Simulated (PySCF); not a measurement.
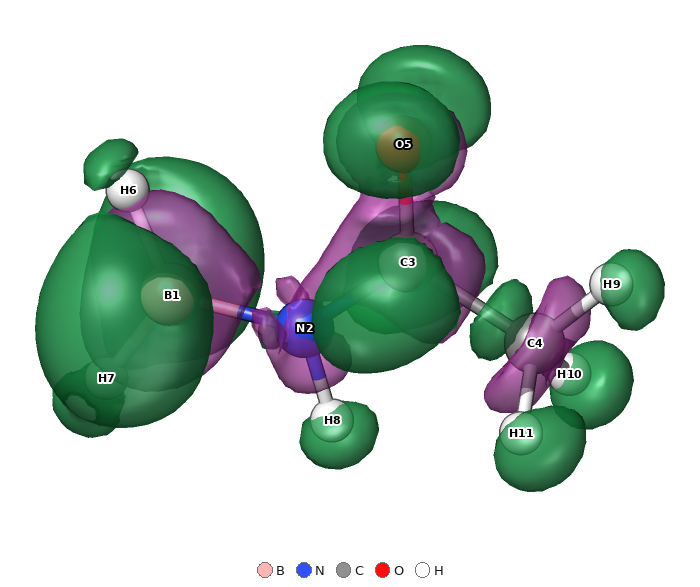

C2H6BNO, charge −1, doublet, SMILES `[BH2-]NC(C)=O`. Fukui function f⁻ = ρ(N) − ρ(N−1) at fixed geometry, surfaces at ±0.015 e/Å³ (green positive, purple negative).

PySCF calculation, B3LYP/6-311+G**, gas phase; geometry: GFN2-xTB. The highest occupied Kohn–Sham orbital has positive energy, a self-interaction fault of such functionals for anions. No frequency check shows the geometry to be a minimum. GFN2-xTB doesn't know the spin state, so this open-shell geometry is rough.

Cartesian coordinates (Å):

```
B1      -2.1520   -0.1148    0.0003
N2      -0.7861   -0.5065   -0.0003
C3       0.4077    0.1868   -0.0001
C4       1.6399   -0.7183    0.0004
O5       0.5198    1.4541   -0.0002
H6      -2.4759    1.0190    0.0013
H7      -2.9612   -0.9996   -0.0003
H8      -0.6205   -1.5058   -0.0006
H9       2.5355   -0.0997   -0.0012
H10      1.6699   -1.3708   -0.8845
H11      1.6714   -1.3683    0.8859
```

Q: Which atoms respond most to the removal of an electron?

A: f⁻ (Hirshfeld-condensed) is largest on B1 (0.37); the vertical detachment energy is −0.09 eV (to the singlet neutral species, which needn't be its lowest state). Condensed values hint at sites of electrophilic attack but needn't mark the atom that reacts. Orbital relaxation makes it negative in places (0.17 e in all).

```csv
atom,f⁻,charge
B1,+0.37,−0.20
N2,+0.04,−0.19
C3,+0.11,+0.09
C4,+0.04,−0.14
O5,+0.12,−0.41
H6,+0.09,−0.14
H7,+0.10,−0.16
H8,+0.03,+0.10
H9,+0.03,+0.02
H10,+0.04,+0.01
H11,+0.04,+0.01
```

The PySCF run took 29 s on 1 thread of Intel(R) Xeon(R) 6975P-C (Granite Rapids) (shared host), peak memory 0.6 GiB.
